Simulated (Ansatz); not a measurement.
System: Zn$_{2}$S.

Input

```
crystal:
  lattice:
    - [0.0, 3.6700018356, 3.6700018356]
    - [3.6700018356, 0.0, 3.6700018356]
    - [3.6700018356, 3.6700018356, 0.0]
  atoms:
    - { symbol: Zn, position: [0.625, 0.625, 0.625] }
    - { symbol: Zn, position: [0.125, 0.625, 0.625] }
    - { symbol: Zn, position: [0.625, 0.625, 0.125] }
    - { symbol: Zn, position: [0.625, 0.125, 0.625] }
    - { symbol: S, position: [0.0, 0.0, 0.0] }
    - { symbol: S, position: [0.25, 0.25, 0.25] }
basis:
  ecutwfc: 420
kpoints:
  mp_grid: { grid: [10, 10, 10] }
hamiltonian:
  xc: pbe
scf:
  occupations: { method: gaussian, width: 0.1 }
output:
  forces: true
  stress: true
  eigenvalues: true
  write_density: true
  write_potential: true
  elf: true
  volumetric_format: npy
relax:
  adjacent_minimum: "off"
  f_tol: 0.01
  max_steps: 80
  cell: { stress_tol: 0.05 }
```

Launched as:

```sh
ansatz run input.yaml --threads 1 --pin off --max-ram 2560MiB --backend cpu --events-out ev --progress --plain --runs-dir out
```

Below, planes, directions and counts refer to the conventional cell (a = 7.34 Å, b = 7.34 Å, c = 7.34 Å, α = 90.00°, β = 90.00°, γ = 90.00°).

Space group Fd-3m; a structure generated by program, which may or may not match a known phase.

Theory: Ansatz 0.2.0, DFT PBE, scalar-relativistic, plane waves, PAW.

> What can the converged valence pseudo-density and electron localisation function tell about the bonding?

Zn–S (3.04 Å): ρ is about 0.15 e/Å³ halfway; the ELF peaks at about 0.85 in the valence shell of S, 0.8 Å from its nucleus, and drops to about 0.15 between the two atoms.

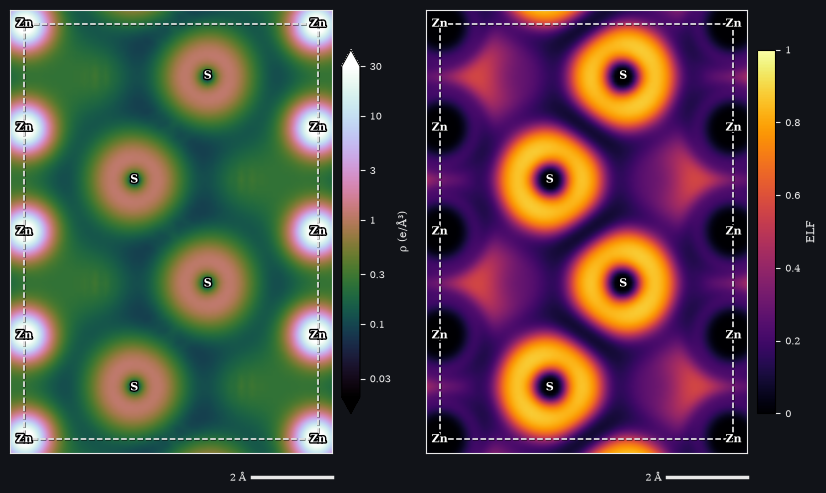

Computed valence pseudo-density and electron localisation function on the (110) plane of the conventional cell, in this order. 
